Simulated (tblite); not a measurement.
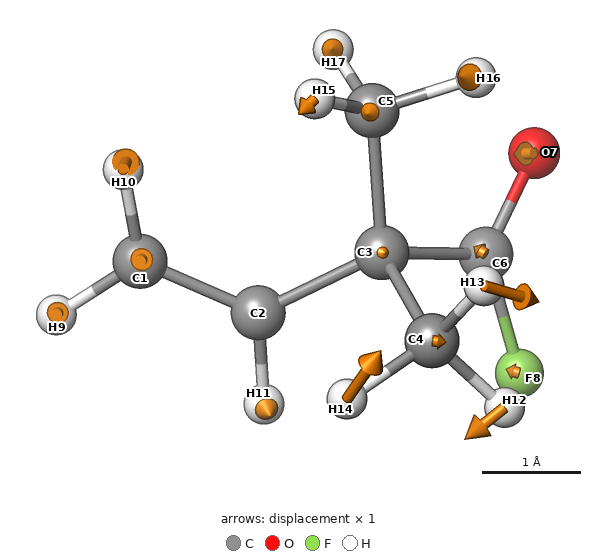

This is a relaxation of C$_{6}$H$_{9}$FO. The starting structure is drawn; orange arrows show the displacements, at their true length. The two geometries are superimposed by the best rigid fit.

Style: ball-and-stick. Shown at a tilt.

All numbers below come from GFN2-xTB geometry optimisation, gas phase in tblite 0.8.0. 

### Describe the change and its energy.

The atom that moves furthest after the best rigid fit is H14 (0.79 Å). Largest moves by element: H 0.79 Å, O 0.32 Å, C 0.28 Å, F 0.15 Å. Among the contacts that change: C2–C3 1.473 → 1.515 Å, C5–H16 1.129 → 1.087 Å, C6–O7 1.217 → 1.179 Å, C4–H12 1.112 → 1.087 Å. Bond angles that change, for instance: C3–C6–O7 121.3° → 129.9°, C2–C3–C6 112.4° → 105.0°, C3–C4–H12 105.6° → 111.1°. Groups turn about C3–C4 by about 40°, C2–C3 by about 20°. The energy falls by 11.9 kcal/mol in 116 geometry steps.
